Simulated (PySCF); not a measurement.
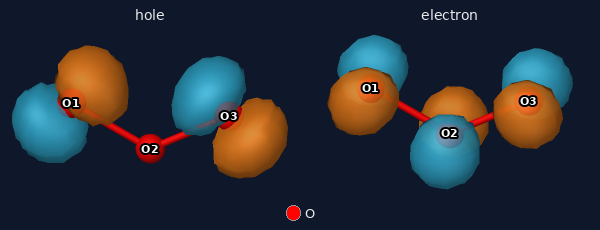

O3, SMILES `O=[O+][O-]`. Leading natural transition orbital pair of S₂ (full linear response singlet states); the surfaces enclose about 70 % of each orbital's density.

Method: CAM-B3LYP/def2-TZVP; geometry: GFN2-xTB; program: PySCF. No frequency check shows the geometry to be a minimum. Without diffuse functions Rydberg states are missing, so the states' numbers hold for this basis only.

Input script:

```python
import numpy as np
from pyscf import gto, scf, dft, tdscf
from pyscf.scf import atom_ks, atom_hf
from scipy.linalg import block_diag

def solve(mol, dm0=None, hcore=None):
    mf = (dft.UKS if mol.spin else dft.RKS)(mol, xc='camb3lyp')
    mf.grids.level = 3
    mf = mf.density_fit(auxbasis='def2-universal-jkfit')
    mf.conv_tol, mf.max_cycle = 1e-8, 80
    if hcore is not None:
        mf.get_hcore = lambda *args: hcore
    mf.kernel(dm0)
    if not mf.converged:
        mf = mf.newton().run(mf.mo_coeff, mf.mo_occ, max_cycle=30)
    assert mf.converged, 'SCF not converged'
    return mf

mol = gto.M(atom='''
O      1.07254    -0.20490     0.00000
O      0.00001     0.40980     0.00000
O     -1.07255    -0.20490     0.00000
''', basis='def2-tzvp', charge=0, spin=0, verbose=4)
mf = solve(mol)
td = mf.TDDFT()
td.nstates, td.singlet, td.conv_tol = 4, True, 1e-5
td.kernel()
td.analyze()
x, y = np.array([p[0] for p in td.xy]), np.array([p[1] + 0 * p[0] for p in td.xy])
f, mu = td.oscillator_strength(), td.transition_dipole()
nto = [td.get_nto(state=i + 1, verbose=4) for i in range(len(td.e))]
# spherically averaged free atoms, for the promolecule
atm = atom_ks.get_atm_nrks(mol, xc='camb3lyp')
pro = block_diag(*[(atm[a[0]][2] * atm[a[0]][3]) @ atm[a[0]][2].T for a in mol._atom])
np.savez('result.npz', e=td.e, f=f, ok=td.converged, w=[n[0] for n in nto], nto=[n[1] for n in nto], x=x, y=y, c=mf.mo_coeff, occ=mf.mo_occ, eps=mf.mo_energy, pro=pro, mu=mu)
```

Command:

```sh
OMP_NUM_THREADS=1 python input.py
```

The run took 52 s on 1 thread of AMD EPYC 9R45 96-Core Processor (Zen 5), with other jobs on the host, peak memory 0.41 GiB.

Give its energy and the atoms that hole and electron lie on.

Answer. 2.63 eV (472 nm), f = 0.000 (dark); the leading pair carries 100 %; hole on O1 and O3 (47 % each) and O2 (7 %), electron on O2 (35 %) and O1 and O3 (33 % each); their centroids lie 0.1 Å apart. In canonical orbitals it is mainly HOMO−1 → LUMO (100 %). The HOMO–LUMO gap is 7.55 eV.
